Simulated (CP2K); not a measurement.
# PM3 run of SiH4O2 (SMILES O[SiH2]O)

Aim: the energy change on altering one bond length of SiH4O2 at PM3, from 2 runs. 

Program for the calculation: CP2K 2026.2.

3 further runs of the same task are left out: 1 that didn't finish, 2 set aside as unsound or not needed.

## 1. The structure to begin with

SiH4O2: 7 atoms, total charge 0, spin state singlet. SMILES: `O[SiH2]O`. The shape is that of a PBE0-D4/def2-TZVP optimisation. This is one conformer, not always the lowest.

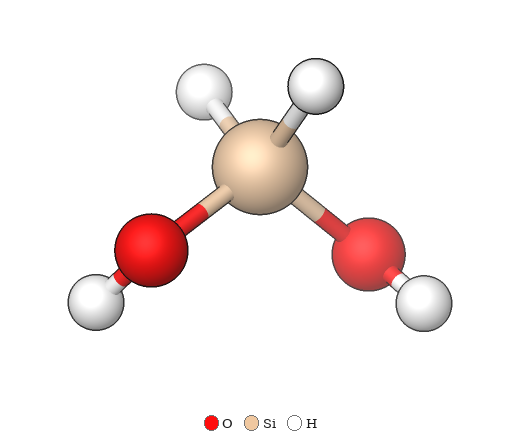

Viewed from a chosen angle; oxygen red, silicon light orange, hydrogen white.

## 2. A single-point energy at PM3

The input, calc.inp:

```
&FORCE_EVAL
    METHOD QUICKSTEP
    &DFT
        CHARGE 0
        MULTIPLICITY 1
        &QS
            METHOD PM3
            EPS_DEFAULT 1.0E-10
            &SE
                &COULOMB
                    CUTOFF [angstrom] 50
                    RC_RANGE [angstrom] 0
                &END
                &EXCHANGE
                    CUTOFF [angstrom] 50
                    RC_RANGE [angstrom] 0
                &END
            &END
        &END
        &POISSON
            PERIODIC NONE
            POISSON_SOLVER ANALYTIC
        &END
        &SCF
            SCF_GUESS ATOMIC
            EPS_SCF 1.0E-06
            MAX_SCF 150
            &DIAGONALIZATION
                ALGORITHM STANDARD
            &END
            &MIXING
                METHOD DIRECT_P_MIXING
                ALPHA 0.4
            &END
        &END
        &PRINT
            &MOMENTS
                PERIODIC F
                REFERENCE COM
                MAX_MOMENT 1
            &END
            &MO ON
                ENERGIES T
                OCCUPATION_NUMBERS T
                NDIGITS 6
                &EACH
                    QS_SCF 0
                &END
                ADD_LAST NUMERIC
            &END
            &HIRSHFELD OFF
            &END
        &END
    &END
    &SUBSYS
        &CELL
            ABC [angstrom] 18.7 18.7 18.6
            PERIODIC NONE
        &END
        &COORD
            SCALED T
            O    0.43081096   0.48543663   0.47673253
            Si   0.50763235   0.52105535   0.50004543
            O    0.57301310   0.46272487   0.50563253
            H    0.42698690   0.46555856   0.42939866
            H    0.53304733   0.57297139   0.44560457
            H    0.49262112   0.55456604   0.57060134
            H    0.57007086   0.42702861   0.54248199
        &END
    &END
&END
&GLOBAL
    PROJECT_NAME calc
    RUN_TYPE ENERGY
    PRINT_LEVEL MEDIUM
&END
```

Started as:

```bash
$ OMP_NUM_THREADS=1 cp2k.psmp -i calc.inp > calc.out 2>&1
```

Output:

```text
CP2K| version string:                                       CP2K version 2026.2
[...]
 GLOBAL| Method name                                                        CP2K
[...]
 GLOBAL| Run type                                                         ENERGY
[...]
                             - Atoms:                                          7
[...]
                             - Spherical basis functions:                     16
[...]
 Number of electrons:                                                         20
[...]
     1 P_Mix/Diag. 0.40E+00    0.0     0.73029712       -22.5246355230 -2.25E+01
[...]
    16 DIIS/Diag.  0.61E-06    0.0     0.00000093       -26.5993818130 -5.34E-11
  *** SCF run converged in    16 steps ***
  Core-core repulsion energy [eV]:                            906.38543410703005
  Core Hamiltonian energy [eV]:                             -1181.72793017543495
  Two-electron integral energy [eV]:                         -896.92698558292204
  Electronic energy [eV]:                                   -1630.19142296689597
  Total energy [eV]:                                         -723.80598885986592
  Atomic reference energy [eV]:                               717.66901636593002
  Heat of formation [kcal/mol]:                              -141.52195895221485
[...]
 SE_DIPOLE| Moment [Debye]          0.02680513       0.22021902       0.04123196
 SE_DIPOLE| Derivative [a.u.]       0.00000000       0.00000000       0.00000000
 ENERGY| Total FORCE_EVAL ( QS ) energy [hartree]            -26.599381812971355
[...]
```

It took 1.8 s on 1 thread of Intel Xeon at 2.50GHz (Skylake/Cascade Lake), shared host; peak memory 0.23 GiB.

## 3. The distorted shape at the same level

The input, job.inp:

```
&GLOBAL
  PROJECT_NAME job
  RUN_TYPE ENERGY
  PRINT_LEVEL MEDIUM
&END GLOBAL

&FORCE_EVAL
  METHOD Quickstep
  &DFT
    CHARGE 0
    MULTIPLICITY 1
    &QS
      METHOD PM3
      EPS_DEFAULT 1.0E-10
      &SE
        &COULOMB
          CUTOFF [angstrom] 50
          RC_RANGE [angstrom] 0
        &END COULOMB
        &EXCHANGE
          CUTOFF [angstrom] 50
          RC_RANGE [angstrom] 0
        &END EXCHANGE
      &END SE
    &END QS
    # isolated system
    &POISSON
      PERIODIC NONE
      POISSON_SOLVER ANALYTIC
    &END POISSON
    &SCF
      SCF_GUESS ATOMIC
      EPS_SCF 1.0E-06
      MAX_SCF 150
      &DIAGONALIZATION
        ALGORITHM STANDARD
      &END DIAGONALIZATION
      &MIXING
        METHOD DIRECT_P_MIXING
        ALPHA 0.4
      &END MIXING
    &END SCF
    &PRINT
      &MOMENTS
        PERIODIC F
        REFERENCE COM
        MAX_MOMENT 1
      &END MOMENTS
      &MO ON
        ENERGIES T
        OCCUPATION_NUMBERS T
        NDIGITS 6
        &EACH
          QS_SCF 0
        &END EACH
        ADD_LAST NUMERIC
      &END MO
      &HIRSHFELD OFF
      &END HIRSHFELD
    &END PRINT
  &END DFT
  &SUBSYS
    &CELL
      ABC [angstrom] 20.5 18.8 19.1
      PERIODIC NONE
    &END CELL
    &COORD
      SCALED T
      O    0.39483990   0.44509378   0.46371987
      Si   0.54900839   0.52303867   0.51366599
      O    0.60864839   0.46501846   0.51910683
      H    0.39135161   0.42532144   0.41762510
      H    0.57219180   0.57467856   0.46065029
      H    0.53531522   0.55637112   0.58237490
      H    0.60596449   0.42951207   0.55499165
    &END COORD
  &END SUBSYS
&END FORCE_EVAL
```

Started as:

```bash
$ OMP_NUM_THREADS=1 cp2k.psmp -i job.inp -o job.out
```

Output:

```text
CP2K| version string:                                       CP2K version 2026.2
[...]
 GLOBAL| Method name                                                        CP2K
[...]
 GLOBAL| Run type                                                         ENERGY
[...]
                             - Atoms:                                          7
[...]
                             - Spherical basis functions:                     16
[...]
 Number of electrons:                                                         20
[...]
     1 P_Mix/Diag. 0.40E+00    0.0     0.76584639       -22.6926705818 -2.27E+01
[...]
    22 DIIS/Diag.  0.30E-06    0.0     0.00000048       -26.3700298297 -2.92E-11
  *** SCF run converged in    22 steps ***
  Core-core repulsion energy [eV]:                            726.06439880120217
  Core Hamiltonian energy [eV]:                             -1174.68168832782476
  Two-electron integral energy [eV]:                         -537.89542895750105
  Electronic energy [eV]:                                   -1443.62940280657517
  Total energy [eV]:                                         -717.56500400537311
  Atomic reference energy [eV]:                               717.66901636593002
  Heat of formation [kcal/mol]:                                 2.39858220577051
[...]
 SE_DIPOLE| Moment [Debye]         -5.96424381      -1.85653274      -1.87320644
 SE_DIPOLE| Derivative [a.u.]       0.00000000       0.00000000       0.00000000
 ENERGY| Total FORCE_EVAL ( QS ) energy [hartree]            -26.370029829720821
[...]
```

Wall time 1.7 s (1 thread of Intel Xeon at 2.50GHz (Skylake/Cascade Lake), shared host); peak memory 0.23 GiB.

## 4. What came out

Level: PM3.

| quantity | value |
| --- | --- |
| first shape: total energy | -26.59938 Eh |
| first shape: dipole moment | 0.23 D |
| first shape: HOMO energy | -10.09 eV |
| first shape: heat of formation | -141.5 kcal/mol |
| distorted shape: total energy | -26.37003 Eh |
| distorted shape: dipole moment | 6.52 D |
| distorted shape: HOMO energy | -7.48 eV |
| distorted shape: heat of formation | 2.4 kcal/mol |
| energy change with the O1–Si2 bond stretched from 1.642 to 3.612 Å | 6.241 eV |

In words: One bond (distorted shape) is far stretched, which a spin-restricted single reference describes badly. With the O1–Si2 bond stretched from 1.642 to 3.612 Å the energy rises by 6.24 eV (144 kcal/mol). The first shape isn't relaxed at this level, so the change isn't measured from a minimum. A restricted reference can't describe the breaking bond well at this length.
